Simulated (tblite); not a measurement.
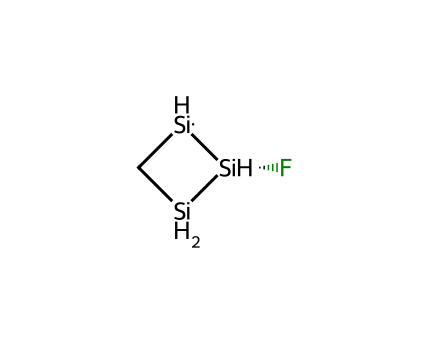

Simulated data, not a measurement (program: tblite).

Skeletal drawing of a molecule. Charge 0, doublet.

Give its SMILES.

Answer. F[Si@H]1[SiH]C[SiH2]1

What is the molecular formula?

Answer. CH6FSi3.

An optimisation with GFN2-xTB gave a structure of which point group?

Answer. C1.
